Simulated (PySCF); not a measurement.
# C6H9BO2: runs on many settings, part 2 of 2

PySCF 2.14.0. Atoms count from 0.

### 6 Spin-spin couplings: X3LYP/pcseg-1 in acetone

What the job is given:

```
{"job": {"kind": "j", "xc": "X3LYP", "basis": "pcseg-1", "solvent": "acetone"}, "charge": 0, "multiplicity": 1}
C      3.118197    -1.195616    -0.666669
C      2.244328    -0.482559    -0.000870
C      1.852903     0.471736     0.992191
C      0.865030    -0.034916     0.251221
B     -0.629588    -0.113049    -0.150149
O     -1.323138     0.957876    -0.637264
C     -0.756643     2.234454    -0.793232
O     -1.240576    -1.305442    -0.013233
C     -2.591970    -1.531225    -0.349554
H      2.814416    -1.864650    -1.453040
H      4.171450    -1.143084    -0.447006
H      2.134611     1.101967     1.801998
H      0.183325     2.186259    -1.349608
H     -1.474507     2.844234    -1.343369
H     -0.564231     2.693139     0.180759
H     -3.083438    -0.609275    -0.661430
H     -2.629429    -2.260017    -1.162359
H     -3.099497    -1.943514     0.525196
```

Level: X3LYP/pcseg-1 indirect spin-spin coupling, non-relativistic, IEF-PCM acetone.

The program printed:

```text
coarse grid: 15360 points
cycle   1  E = -408.8709013426  dE =  1.429e+00  |g| = 7.719e-01  |ddm| = 4.384e+00
cycle   2  E = -408.7332351561  dE =  1.377e-01  |g| = 1.155e+00  |ddm| = 1.495e+00
cycle   3  E = -408.9895071874  dE = -2.563e-01  |g| = 9.527e-02  |ddm| = 9.202e-01
cycle   4  E = -408.9914707109  dE = -1.964e-03  |g| = 3.089e-02  |ddm| = 1.143e-01
cycle   5  E = -408.9917082421  dE = -2.375e-04  |g| = 1.012e-02  |ddm| = 3.667e-02
cycle   6  E = -408.9917294233  dE = -2.118e-05  |g| = 3.932e-03  |ddm| = 1.179e-02
cycle   7  E = -408.9917331191  dE = -3.696e-06  |g| = 8.145e-04  |ddm| = 4.041e-03
final grid: 149224 points
cycle   8  E = -409.0807583068  dE = -4.150e-05  |g| = 6.637e-03  |ddm| = 2.418e-02
cycle   9  E = -409.0807545307  dE =  3.776e-06  |g| = 7.881e-03  |ddm| = 1.188e-02
cycle  10  E = -409.0807693823  dE = -1.485e-05  |g| = 1.131e-03  |ddm| = 6.673e-03
cycle  11  E = -409.0807696609  dE = -2.787e-07  |g| = 1.916e-04  |ddm| = 1.106e-03
cycle  12  E = -409.0807696673  dE = -6.338e-09  |g| = 9.944e-05  |ddm| = 2.263e-04
cycle  13  E = -409.0807696693  dE = -2.060e-09  |g| = 2.520e-05  |ddm| = 9.206e-05
cycle  14  E = -409.0807696695  dE = -1.311e-10  |g| = 5.853e-06  |ddm| = 2.529e-05
converged SCF energy = -409.0807696695

Indirect spin-spin couplings (Hz)
  i      j    bonds     total        FC       PSO       DSO        SD
  0 C    4 B    3     -0.804    -0.717    -0.057    -0.023    -0.008
  0 C    9 H    1    169.176   167.623     0.888     0.665         -
  0 C   10 H    1    170.031   168.492     0.885     0.654         -
  0 C   11 H    3     -1.822    -1.386    -0.010    -0.426         -
  1 C    4 B    2      1.056     1.057    -0.180     0.011     0.168
  1 C    9 H    2     -0.931     0.539    -1.053    -0.417         -
  1 C   10 H    2      0.595     2.065    -1.041    -0.430         -
  1 C   11 H    2      2.720     3.120     0.236    -0.636         -
  2 C    4 B    2      0.513     0.239     0.066    -0.032     0.239
  2 C    9 H    3      8.867     9.463    -0.083    -0.513         -
  2 C   10 H    3      3.633     3.932    -0.067    -0.232         -
  2 C   11 H    1    216.800   217.732    -1.712     0.779         -
  2 C   12 H    5      0.323     0.188    -0.012     0.147         -
  2 C   14 H    5      0.155     0.117    -0.152     0.191         -
  2 C   16 H    5      0.213     0.290     0.164    -0.241         -
  2 C   17 H    5      0.265     0.332     0.116    -0.183         -
  3 C    4 B    1    123.913   124.375    -1.240     0.431     0.347
  3 C    9 H    3      3.249     3.572    -0.184    -0.138         -
  3 C   10 H    3      7.779     8.417    -0.180    -0.458         -
  3 C   11 H    2     -1.242     0.081    -0.579    -0.745         -
  3 C   12 H    4      0.189    -0.084    -0.108     0.380         -
  3 C   13 H    4     -0.295    -0.224     0.185    -0.256         -
  3 C   15 H    4     -0.324    -0.238     0.094    -0.180         -
  3 C   16 H    4     -0.760    -0.681     0.101    -0.180         -
  3 C   17 H    4     -0.640    -0.564     0.111    -0.187         -
  4 B    5 O    1    -23.979   -28.337     4.691    -0.200    -0.134
  4 B    6 C    2      0.876     1.041    -0.116    -0.051     0.001
  4 B    7 O    1    -26.891   -31.132     4.656    -0.194    -0.220
  4 B    8 C    2     -1.086    -0.907    -0.106    -0.072    -0.001
  4 B    9 H    4      1.330     1.325    -0.051     0.069    -0.012
  4 B   10 H    4      0.588     0.693     0.155    -0.262     0.000
  4 B   11 H    3      0.755     0.759     0.217    -0.222     0.001
  4 B   12 H    3      1.716     1.846    -0.218     0.095    -0.007
  4 B   13 H    3      7.705     7.865     0.477    -0.666     0.029
  4 B   14 H    3      0.490     0.643    -0.102    -0.046    -0.005
  4 B   15 H    3      3.709     3.927    -0.324     0.131    -0.024
  4 B   16 H    3      2.162     2.351     0.291    -0.479    -0.001
  4 B   17 H    3      2.909     3.100     0.341    -0.532     0.000
  5 O   12 H    2     -1.950    -1.351    -0.712     0.112         -
  5 O   13 H    2     -9.639    -9.058    -0.657     0.075         -
  5 O   14 H    2     -2.718    -2.124    -0.702     0.108         -
  5 O   15 H    4      0.647     0.667     0.282    -0.302         -
  6 C   11 H    5     -0.181    -0.169     0.013    -0.025         -
  6 C   12 H    1    148.099   147.266     0.046     0.786         -
  6 C   13 H    1    151.213   150.460     0.028     0.724         -
  6 C   14 H    1    148.562   147.742     0.052     0.769         -
  7 O   11 H    4      0.683     0.664    -0.095     0.113         -
  7 O   13 H    4      0.216     0.118    -0.083     0.182         -
  7 O   14 H    4     -0.178    -0.282    -0.035     0.139         -
  7 O   15 H    2     -1.443    -0.848    -0.713     0.119         -
  7 O   16 H    2     -5.986    -5.381    -0.695     0.090         -
  7 O   17 H    2     -6.608    -6.027    -0.670     0.089         -
  8 C   11 H    5     -0.235    -0.152     0.140    -0.223         -
  8 C   15 H    1    148.879   148.055     0.025     0.800         -
  8 C   16 H    1    150.906   150.128     0.049     0.729         -
  8 C   17 H    1    151.074   150.305     0.045     0.724         -
  9 H   10 H    2     -1.359    -0.724     2.934    -3.568         -
  9 H   11 H    4      0.584     1.376     1.051    -1.844         -
  9 H   13 H    7     -0.226    -0.018     0.367    -0.574         -
  9 H   14 H    7     -0.250    -0.018     0.398    -0.630         -
  9 H   15 H    7     -0.155     0.001     0.263    -0.418         -
  9 H   17 H    7     -0.151     0.005     0.277    -0.433         -
 10 H   11 H    4      1.934     2.264     0.470    -0.800         -
 10 H   13 H    7     -0.284    -0.025     0.473    -0.732         -
 10 H   14 H    7     -0.224    -0.016     0.352    -0.560         -
 10 H   15 H    7     -0.268     0.001     0.485    -0.755         -
 10 H   16 H    7     -0.178     0.026     0.353    -0.556         -
 10 H   17 H    7     -0.208     0.033     0.435    -0.676         -
 11 H   13 H    6     -0.217     0.059     0.575    -0.850         -
 11 H   14 H    6      0.331     0.101    -0.457     0.687         -
 11 H   15 H    6     -0.256     0.010     0.487    -0.753         -
 11 H   16 H    6     -0.328    -0.007     0.595    -0.915         -
 11 H   17 H    6     -0.170     0.053     0.394    -0.616         -
 12 H   13 H    2     -9.640    -8.997     1.884    -2.526         -
 12 H   14 H    2     -9.156    -8.627     1.771    -2.300         -
 12 H   15 H    6     -0.321    -0.042     0.558    -0.837         -
 12 H   16 H    6     -0.277    -0.000     0.508    -0.785         -
 12 H   17 H    6     -0.322     0.070     0.775    -1.166         -
 13 H   14 H    2     -9.579    -8.942     1.919    -2.556         -
 13 H   16 H    6     -0.248     0.006     0.482    -0.736         -
 13 H   17 H    6     -0.289     0.004     0.573    -0.867         -
 14 H   15 H    6     -0.219    -0.008     0.394    -0.605         -
 14 H   16 H    6     -0.317     0.066     0.761    -1.145         -
 14 H   17 H    6     -0.262     0.004     0.486    -0.752         -
 15 H   16 H    2     -9.283    -8.691     1.863    -2.455         -
 15 H   17 H    2     -9.195    -8.588     1.880    -2.487         -
 16 H   17 H    2     -9.999    -9.372     1.998    -2.625         -
```

Run time: 34 s. Hardware: 1 thread of Arm Neoverse V1, shared host; peak memory 0.92 GiB.

This basis has no tight s functions, so the Fermi-contact terms are rough.

A choice of the couplings up to four bonds, sorted by the number of bonds, with means over like pairs; isotopes 11B, 13C, 1H, 17O:

```
   pair  bonds  J (Hz)  Fermi contact (Hz)  dihedral (°)
 C2–H11      1   216.8               217.7             –
 C0–H10      1   170.0               168.5             –
  C0–H9      1   169.2               167.6             –
 C6–H12      1   149.8               149.0             –
  C3–B4      1   123.9               124.4             –
  B4–O5      1   -25.4               -29.7             –
H12–H13      2    -9.5                -8.9             –
 O5–H12      2    -4.7                -4.1             –
 C1–H11      2     2.7                 3.1             –
 H9–H10      2    -1.4                -0.7             –
 C3–H11      2    -1.2                 0.1             –
  C1–B4      2     1.1                 1.1             –
  C2–H9      3     8.9                 9.5          -179
 C3–H10      3     7.8                 8.4           178
 C2–H10      3     3.6                 3.9             1
  C3–H9      3     3.2                 3.6            -3
 B4–H12      3     3.1                 3.3             –
 C0–H11      3    -1.8                -1.4            -6
H10–H11      4     1.9                 2.3             –
  B4–H9      4     1.3                 1.3             –
```

The spin-dipole term was solved for some atoms only; pairs without it lack that part.

The response was solved for the nuclei of B, H alone, so couplings that need other nuclei can be missing.

Quadrupole couplings from the field gradients of the same density:

```
atom  isotope  eQq/h (MHz)     η
  O5      17O       -9.038  0.12
  O7      17O       -8.994  0.02
  B4      11B        2.653  0.27
```

Shifts (PBE0/pcSseg-1, scaled to CDCl3) and these couplings together give the proton spectrum at 600 MHz below. Couplings to quadrupolar nuclei are left out.

¹H NMR δ 8.16 (d, J = 1.9 Hz, 1H), 3.96 (t, J = 1.6 Hz, 1H), 3.92 (d, J = 1.4 Hz, 1H), 3.81 (s, 6H).

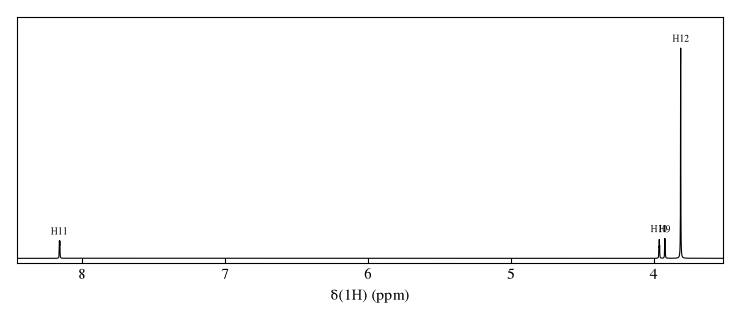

Simulated proton spectrum at 600 MHz, by exact diagonalisation of each spin system; lines 1.2 Hz wide, exchangeable protons uncoupled.

### 7 Run by run: NMR shifts

Shifts (ppm) of some atoms, chosen among heavy atoms and hydrogens apart, means over like atoms, with basis size and wall time:

```
                       run     C3     C2     C1    C0    C6   H10    H9  functions  time
             PBE0/pcSseg-1  153.9  150.1  126.8  64.9  54.3  4.09  4.05        198  39 s
HF/pcSseg-1 in cyclohexane  153.1  146.7  128.3  58.9  50.7  3.88  3.85        198  16 s
```

### 8 Side by side: electronic excitations

Excitations and ground-state properties, with basis size and wall time:

```
           run  lowest singlet (eV)  brightest (eV)      f  gap (eV)  α (Å³)  μ (D)  functions   time
PBE0/def2-SVPD                 3.96            6.39  0.040      5.07   13.75   2.94        258   61 s
     HF/STO-3G                 6.92            6.92  0.137     13.05    6.74   3.06         54  1.1 s
```

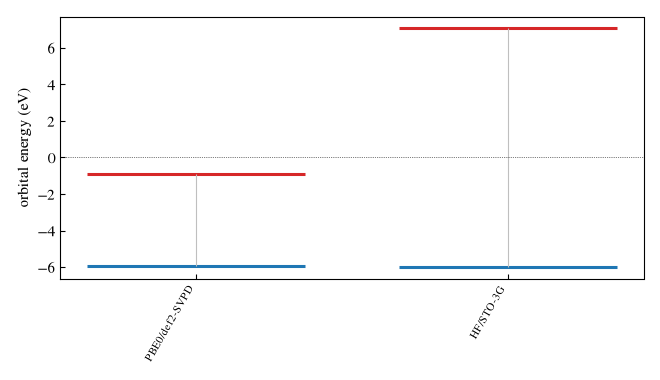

HOMO (blue) and LUMO (red) run by run.

### 9 What came out

What follows sums up all 2 parts.

```
                                                               quantity                                            value
¹³C shifts against TMS (PBE0/pcSseg-1, means over atoms taken as alike)              153.9, 150.1, 126.8, 64.9, 54.3 ppm
 ¹H shifts against TMS (PBE0/pcSseg-1, means over atoms taken as alike)                       8.55, 4.09, 4.05, 3.93 ppm
                            ¹¹B shifts against BF3·OEt2 (PBE0/pcSseg-1)                                         24.7 ppm
¹⁷O shifts against H2O (PBE0/pcSseg-1, means over atoms taken as alike)                                        107.5 ppm
                                  surface potential, 1st and 99th percentile                               -1.34 V and 1.27 V
                                        lowest singlet (PBE0/def2-SVPD)                      3.96 eV (313 nm), f = 0.032
                               brightest single state of those computed                      state 6, 6.39 eV, f = 0.040
                                                         lowest triplet                                          2.99 eV
                          largest coupling of the table (X3LYP/pcseg-1)                         ¹J(C,H) C2–H11, 216.8 Hz
                                               range of the shift of C0                                 58.9 to 64.9 ppm
                                            range of the lowest singlet                                  3.96 to 6.92 eV
                                          property runs in this session  5, of which 0 failed and 1 gave unsound results
```

Single values in the summary come from the first run of each kind that ended normally (PBE0/pcSseg-1; PBE0/def2-SVPD; X3LYP/pcseg-1), which need not be the best level. At PBE0/pcSseg-1: The widest tensor belongs to C3: span 297 ppm, with a paramagnetic part of -213 ppm. At PBE0/pcSseg-1, counted by nearest atom on the grid, the HOMO lies on C0 41 %; C1 19 %, the LUMO on C2, C3 about 31 % each; B4 13 %. The lowest singlet, at 3.96 eV, is HOMO→LUMO 0.99 and is weak; of the 6 states computed, the strongest absorption comes from state 6 at 6.39 eV (the last computed, so partners may be missing). The lowest triplet lies 0.98 eV below the lowest singlet (triplets in Tamm-Dancoff, singlets in full TDDFT). States above −ε(HOMO) lie where TDDFT describes them poorly and they hang on the basis; the brightest is among them. Couplings across rotatable bonds belong to this one conformer; where others are populated, the observed values are averages. Among the atoms with a shift in every run: Across the 2 runs the shift of C0 moves most, between 58.9 (HF/pcSseg-1 in cyclohexane) and 64.9 ppm (PBE0/pcSseg-1). The lowest singlet runs from 3.96 eV (PBE0/def2-SVPD) to 6.92 eV (HF/STO-3G), while the orbital gap spans 5.07 to 13.05 eV. A minimal basis can't describe excited states, so its value is no measure of the functional. The lowest state need not be the same one in every run. The runs solved for a few states only, so the brightest column depends on that window. Couplings from bases without tight functions are rough.
